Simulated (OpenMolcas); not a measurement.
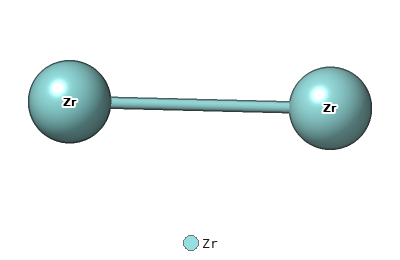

The molecule at the reference distance of 2.755 Å.

# Zr₂: relativistic diatomic calculation (part 1 of 2)

- system: Zr₂.
- method: SA-CASSCF(8,12)/XMS-CASPT2 + RASSI spin-orbit (X2C scalar, AMFI), ANO-RCC-VDZP (OpenMolcas)

### Log (extracts)
```
++    Wave function specifications:
      Number of closed shell electrons          72
      Number of electrons in active shells       8
      Number of inactive orbitals               36
      Number of active orbitals                 12
      Number of secondary orbitals              38
      Spin quantum number                      4.0
      State symmetry                             1
++    Orbital specifications:
      Symmetry species                           1   2
                                                 a   b
      Frozen orbitals                            0   0
      Inactive orbitals                         20  16
      Active orbitals                            8   4
      RAS2 orbitals                              8   4
      Secondary orbitals                        18  20
      Number of basis functions                 46  40
      printout of CI-coefficients larger than  0.15 for root  1
      energy=   -7192.284218
      conf/sym  11111111 2222     Coeff  Weight
            67  u0uuuu0u 00uu   0.21981 0.04831
           162  0uu0uuuu 00uu   0.92654 0.85847
      printout of CI-coefficients larger than  0.15 for root  2
      energy=   -7192.284218
      conf/sym  11111111 2222     Coeff  Weight
           106  u0uuu0uu 00uu  -0.21981 0.04831
           176  0u0uuuuu 00uu  -0.92654 0.85847
      printout of CI-coefficients larger than  0.15 for root  3
      energy=   -7192.280350
      conf/sym  11111111 2222     Coeff  Weight
            19  uuuuu00u 00uu   0.43208 0.18670
           148  uu00uuuu 00uu  -0.87156 0.75962
      printout of CI-coefficients larger than  0.15 for root  4
      energy=   -7192.266371
      conf/sym  11111111 2222     Coeff  Weight
            43  uuu0uu0u 00uu   0.69264 0.47976
            99  uu0uu0uu 00uu   0.69264 0.47976
      printout of CI-coefficients larger than  0.15 for root  5
      energy=   -7192.265580
      conf/sym  11111111 2222     Coeff  Weight
            43  uuu0uu0u 00uu  -0.69470 0.48260
            99  uu0uu0uu 00uu   0.69470 0.48260
      printout of CI-coefficients larger than  0.15 for root  6
      energy=   -7192.265580
      conf/sym  11111111 2222     Coeff  Weight
            55  uu0uuu0u 00uu  -0.69470 0.48260
            92  uuu0u0uu 00uu  -0.69470 0.48260
      printout of CI-coefficients larger than  0.15 for root  7
      energy=   -7192.249964
      conf/sym  11111111 2222     Coeff  Weight
           113  0uuuu0uu 00uu  -0.87303 0.76218
           169  u00uuuuu 00uu  -0.36236 0.13131
      printout of CI-coefficients larger than  0.15 for root  8
      energy=   -7192.249964
      conf/sym  11111111 2222     Coeff  Weight
            79  0uuuuu0u 00uu   0.87303 0.76218
           155  u0u0uuuu 00uu   0.36236 0.13131
      printout of CI-coefficients larger than  0.15 for root  9
      energy=   -7192.228642
      conf/sym  11111111 2222     Coeff  Weight
            23  uuuu0u0u u0u0   0.18449 0.03404
            29  uuuu0u0u 0u0u  -0.18449 0.03404
           120  uuu00uuu 00uu   0.93998 0.88357
      printout of CI-coefficients larger than  0.15 for root 10
      energy=   -7192.228642
      conf/sym  11111111 2222     Coeff  Weight
            81  uuuu00uu u0u0  -0.18449 0.03404
            84  uuuu00uu 0u0u   0.18449 0.03404
           127  uu0u0uuu 00uu  -0.93998 0.88357
      Natural orbitals and occupation numbers for root  1
      sym 1:   0.088223   0.914378   0.999429   0.104150   0.999775   0.997607   0.893766   0.999922
      sym 2:   0.053035   0.053035   0.948339   0.948339
      Natural orbitals and occupation numbers for root  2
      sym 1:   0.088223   0.914378   0.104150   0.999429   0.999775   0.893766   0.997607   0.999922
      sym 2:   0.053035   0.053035   0.948339   0.948339
      Natural orbitals and occupation numbers for root  3
      sym 1:   0.999119   0.998317   0.215907   0.215907   0.999999   0.785028   0.785028   0.999999
      sym 2:   0.038294   0.038294   0.962054   0.962054
      Natural orbitals and occupation numbers for root  4
      sym 1:   0.996683   0.997748   0.499973   0.499973   0.999871   0.502976   0.502976   0.999792
      sym 2:   0.033067   0.033067   0.966936   0.966936
      Natural orbitals and occupation numbers for root  5
      sym 1:   0.996044   0.997994   0.501002   0.501003   1.000000   0.501978   0.501978   0.999999
      sym 2:   0.030377   0.030377   0.969624   0.969624
      Natural orbitals and occupation numbers for root  6
      sym 1:   0.996044   0.997994   0.501003   0.501003   1.000000   0.501978   0.501978   0.999999
      sym 2:   0.030377   0.030377   0.969624   0.969624
      Natural orbitals and occupation numbers for root  7
      sym 1:   0.165712   0.839433   0.802961   0.990117   0.999271   0.196436   0.997155   0.999728
      sym 2:   0.056135   0.056135   0.948459   0.948459
      Natural orbitals and occupation numbers for root  8
      sym 1:   0.165712   0.839433   0.990117   0.802961   0.999271   0.997155   0.196436   0.999729
      sym 2:   0.056135   0.056135   0.948459   0.948459
      Natural orbitals and occupation numbers for root  9
      sym 1:   0.998935   0.999311   0.999886   0.099660   0.034116   0.998504   0.899888   0.967558
      sym 2:   0.048263   0.048263   0.952807   0.952808
      Natural orbitals and occupation numbers for root 10
      sym 1:   0.998936   0.999311   0.099660   0.999886   0.034116   0.899888   0.998504   0.967558
      sym 2:   0.048263   0.048263   0.952807   0.952808
      RASSCF energy for state 10                  -7192.22864248
::    RASSCF root number  1 Total energy:  -7192.28421796
::    RASSCF root number  2 Total energy:  -7192.28421796
::    RASSCF root number  3 Total energy:  -7192.28035034
::    RASSCF root number  4 Total energy:  -7192.26637079
::    RASSCF root number  5 Total energy:  -7192.26558042
::    RASSCF root number  6 Total energy:  -7192.26558042
::    RASSCF root number  7 Total energy:  -7192.24996360
::    RASSCF root number  8 Total energy:  -7192.24996360
::    RASSCF root number  9 Total energy:  -7192.22864248
::    RASSCF root number 10 Total energy:  -7192.22864248
      Von Neumann Entropy (Root   1) =  4.75553
++    Wave function specifications:
      Number of closed shell electrons          12
      Number of electrons in active shells       8
      Number of inactive orbitals                6
      Number of active orbitals                 12
      Number of secondary orbitals              38
      Spin quantum number                      4.0
      State symmetry                             1
      Number of CSFs                           239
      Number of CASSCF root(s) available        10
      CASPT2 state passed to geometry opt.      10
      A file JOBMIX will be created
      This is a MULTI-STATE CASSCF reference
      Number of CI roots used                   10
      These are:                                 1   2   3   4   5   6   7   8   9  10
      Off-diagonal elements of Heff are computed
  FINAL CASPT2 RESULT:
      Reference energy:       -7192.2842179617
      E2 (Non-variational):      -0.4329983017
      Shift correction:          -0.0050685504
      E2 (Variational):          -0.4380668521
      Total energy:           -7192.7222848138
      Reference weight:           0.86000
  FINAL CASPT2 RESULT:
      Reference energy:       -7192.2842179614
      E2 (Non-variational):      -0.4330013826
      Shift correction:          -0.0050705574
      E2 (Variational):          -0.4380719400
      Total energy:           -7192.7222899014
      Reference weight:           0.85999
  FINAL CASPT2 RESULT:
      Reference energy:       -7192.2803503357
      E2 (Non-variational):      -0.4250024047
      Shift correction:          -0.0040691768
      E2 (Variational):          -0.4290715814
      Total energy:           -7192.7094219171
      Reference weight:           0.86650
  FINAL CASPT2 RESULT:
      Reference energy:       -7192.2663707883
      E2 (Non-variational):      -0.4240475417
      Shift correction:          -0.0034284409
      E2 (Variational):          -0.4274759826
      Total energy:           -7192.6938467709
      Reference weight:           0.86904
  FINAL CASPT2 RESULT:
      Reference energy:       -7192.2655804236
      E2 (Non-variational):      -0.4241028060
      Shift correction:          -0.0033675737
      E2 (Variational):          -0.4274703798
      Total energy:           -7192.6930508034
      Reference weight:           0.86934
  FINAL CASPT2 RESULT:
      Reference energy:       -7192.2655804236
      E2 (Non-variational):      -0.4240967278
      Shift correction:          -0.0033647027
      E2 (Variational):          -0.4274614304
      Total energy:           -7192.6930418541
      Reference weight:           0.86936
  FINAL CASPT2 RESULT:
      Reference energy:       -7192.2499636010
      E2 (Non-variational):      -0.4335602551
      Shift correction:          -0.0047438953
      E2 (Variational):          -0.4383041504
      Total energy:           -7192.6882677514
      Reference weight:           0.86142
  FINAL CASPT2 RESULT:
      Reference energy:       -7192.2499636009
      E2 (Non-variational):      -0.4335654516
      Shift correction:          -0.0047461796
      E2 (Variational):          -0.4383116311
      Total energy:           -7192.6882752321
      Reference weight:           0.86141
  FINAL CASPT2 RESULT:
      Reference energy:       -7192.2286424777
      E2 (Non-variational):      -0.4357449386
      Shift correction:          -0.0040655630
      E2 (Variational):          -0.4398105015
      Total energy:           -7192.6684529792
      Reference weight:           0.86451
  FINAL CASPT2 RESULT:
      Reference energy:       -7192.2286424774
      E2 (Non-variational):      -0.4357420965
      Shift correction:          -0.0040647076
      E2 (Variational):          -0.4398068041
      Total energy:           -7192.6684492815
      Reference weight:           0.86452
       Total XMS-CASPT2 energies:
::    XMS-CASPT2 Root  1     Total energy:  -7192.72263865
::    XMS-CASPT2 Root  2     Total energy:  -7192.72263336
::    XMS-CASPT2 Root  3     Total energy:  -7192.70942192
::    XMS-CASPT2 Root  4     Total energy:  -7192.69389788
::    XMS-CASPT2 Root  5     Total energy:  -7192.69305595
::    XMS-CASPT2 Root  6     Total energy:  -7192.69298560
::    XMS-CASPT2 Root  7     Total energy:  -7192.68827555
::    XMS-CASPT2 Root  8     Total energy:  -7192.68826743
::    XMS-CASPT2 Root  9     Total energy:  -7192.66810440
::    XMS-CASPT2 Root 10     Total energy:  -7192.66810056
++    Wave function specifications:
      Number of closed shell electrons          72
      Number of electrons in active shells       8
      Number of inactive orbitals               36
      Number of active orbitals                 12
      Number of secondary orbitals              38
      Spin quantum number                      4.0
      State symmetry                             2
      printout of CI-coefficients larger than  0.15 for root  1
      energy=   -7192.259527
      conf/sym  11111111 2222     Coeff  Weight
            84  u0uuu00u uu0u   0.16213 0.02629
            94  0uuuu00u u0uu  -0.43057 0.18539
           242  u000uuuu uu0u  -0.15554 0.02419
           247  0u00uuuu u0uu   0.85088 0.72400
      printout of CI-coefficients larger than  0.15 for root  2
      energy=   -7192.259527
      conf/sym  11111111 2222     Coeff  Weight
            82  u0uuu00u uuu0  -0.16213 0.02629
            96  0uuuu00u 0uuu   0.43057 0.18539
           241  u000uuuu uuu0   0.15554 0.02419
           248  0u00uuuu 0uuu  -0.85088 0.72400
      printout of CI-coefficients larger than  0.15 for root  3
      energy=   -7192.253671
      conf/sym  11111111 2222     Coeff  Weight
           150  0uu0uu0u u0uu   0.35352 0.12497
           152  0uu0uu0u 0uuu  -0.33073 0.10938
           166  0u0uuu0u u0uu   0.33073 0.10938
           168  0u0uuu0u 0uuu   0.35352 0.12497
           203  0uu0u0uu u0uu   0.33073 0.10938
           204  0uu0u0uu 0uuu   0.35352 0.12497
           211  0u0uu0uu u0uu  -0.35352 0.12497
           212  0u0uu0uu 0uuu   0.33073 0.10938
      printout of CI-coefficients larger than  0.15 for root  4
      energy=   -7192.253671
      conf/sym  11111111 2222     Coeff  Weight
           150  0uu0uu0u u0uu  -0.33073 0.10938
           152  0uu0uu0u 0uuu  -0.35352 0.12497
           166  0u0uuu0u u0uu   0.35352 0.12497
           168  0u0uuu0u 0uuu  -0.33073 0.10938
           203  0uu0u0uu u0uu   0.35352 0.12497
           204  0uu0u0uu 0uuu  -0.33073 0.10938
           211  0u0uu0uu u0uu   0.33073 0.10938
           212  0u0uu0uu 0uuu   0.35352 0.12497
      printout of CI-coefficients larger than  0.15 for root  5
      energy=   -7192.247518
      conf/sym  11111111 2222     Coeff  Weight
           140  u0u0uu0u uu0u   0.17155 0.02943
           150  0uu0uu0u u0uu  -0.66130 0.43732
           206  u00uu0uu uu0u   0.17155 0.02943
           211  0u0uu0uu u0uu  -0.66130 0.43732
      printout of CI-coefficients larger than  0.15 for root  6
      energy=   -7192.247518
      conf/sym  11111111 2222     Coeff  Weight
           138  u0u0uu0u uuu0  -0.17155 0.02943
           152  0uu0uu0u 0uuu   0.66130 0.43732
           205  u00uu0uu uuu0  -0.17155 0.02943
           212  0u0uu0uu 0uuu   0.66130 0.43732
      printout of CI-coefficients larger than  0.15 for root  7
      energy=   -7192.241767
      conf/sym  11111111 2222     Coeff  Weight
           150  0uu0uu0u u0uu   0.43824 0.19205
           152  0uu0uu0u 0uuu   0.16176 0.02616
           166  0u0uuu0u u0uu   0.16176 0.02616
           168  0u0uuu0u 0uuu  -0.43824 0.19205
           203  0uu0u0uu u0uu   0.16176 0.02616
           204  0uu0u0uu 0uuu  -0.43824 0.19205
           211  0u0uu0uu u0uu  -0.43824 0.19205
           212  0u0uu0uu 0uuu  -0.16176 0.02616
      printout of CI-coefficients larger than  0.15 for root  8
      energy=   -7192.241767
      conf/sym  11111111 2222     Coeff  Weight
           150  0uu0uu0u u0uu  -0.16176 0.02617
           152  0uu0uu0u 0uuu   0.43824 0.19205
           166  0u0uuu0u u0uu   0.43824 0.19205
           168  0u0uuu0u 0uuu   0.16176 0.02617
           203  0uu0u0uu u0uu   0.43824 0.19205
           204  0uu0u0uu 0uuu   0.16176 0.02617
           211  0u0uu0uu u0uu   0.16176 0.02617
           212  0u0uu0uu 0uuu  -0.43824 0.19205
      printout of CI-coefficients larger than  0.15 for root  9
      energy=   -7192.213832
      conf/sym  11111111 2222     Coeff  Weight
            27  uuu0uuuu 00u0  -0.17339 0.03006
            37  uu0uuuuu 000u  -0.17339 0.03006
            42  u0uuuuuu 0u00  -0.21952 0.04819
            51  0uuuuuuu 00u0   0.84567 0.71516
           168  0u0uuu0u 0uuu   0.18500 0.03423
           204  0uu0u0uu 0uuu  -0.18500 0.03423
           245  0u00uuuu uuu0   0.15685 0.02460
      printout of CI-coefficients larger than  0.15 for root 10
      energy=   -7192.213832
      conf/sym  11111111 2222     Coeff  Weight
            29  uuu0uuuu 000u  -0.17339 0.03006
            35  uu0uuuuu 00u0   0.17339 0.03006
            41  u0uuuuuu u000   0.21952 0.04819
            53  0uuuuuuu 000u  -0.84567 0.71516
           166  0u0uuu0u u0uu  -0.18500 0.03423
           203  0uu0u0uu u0uu   0.18500 0.03423
           246  0u00uuuu uu0u  -0.15685 0.02460
      Natural orbitals and occupation numbers for root  1
      sym 1:   0.064039   0.932307   0.230710   0.230808   0.999813   0.771808   0.770895   0.999905
      sym 2:   0.998058   0.069039   0.935424   0.997193
      Natural orbitals and occupation numbers for root  2
      sym 1:   0.064039   0.932307   0.230710   0.230808   0.999813   0.771808   0.770895   0.999905
      sym 2:   0.069039   0.998058   0.997193   0.935424
      Natural orbitals and occupation numbers for root  3
      sym 1:   0.062564   0.937436   0.500000   0.500000   1.000000   0.500000   0.500000   1.000000
      sym SPIN-FREE ENERGIES:
  (Shifted by EMIN (a.u.) =      -7192.7226386473)
 SF State       Relative EMIN(au)   Rel lowest level(eV)    D:o, cm**(-1)      Abs_M
     1             0.0000000000        0.0000000000              0.0000         2.0
     2             0.0000052840        0.0001437850              1.1597         2.0
    11             0.0100963612        0.2747359851           2215.8952         1.0
    12             0.0100963761        0.2747363892           2215.8984         1.0
     3             0.0132167302        0.3596455496           2900.7370         0.0
    13             0.0230182769        0.6263592234           5051.9278         5.0
    14             0.0230182776        0.6263592424           5051.9280         5.0
    15             0.0257584942        0.7009243335           5653.3360         1.0
    16             0.0257584942        0.7009243335           5653.3360         1.0
     4             0.0287407647        0.7820760505           6307.8687         0.9
     5             0.0295826967        0.8049861852           6492.6514         4.0
     6             0.0296530521        0.8069006542           6508.0927         3.9
    17             0.0335502994        0.9129501545           7363.4396         3.0
    18             0.0335503023        0.9129502359           7363.4402         3.0
     7             0.0343630950        0.9350674518           7541.8276         2.0
     8             0.0343712160        0.9352884348           7543.6100         2.0
     9             0.0545342453        1.4839524130          11968.8834         2.0
    10             0.0545380839        1.4840568667          11969.7259         2.0
    19             0.0641191769        1.7447716873          14072.5327         1.0
    20             0.0641191777        1.7447717108          14072.5329         1.0
```

(Continued in part 2.) Outcome of the run: converged; components of a degenerate state are split by 15 cm⁻¹.
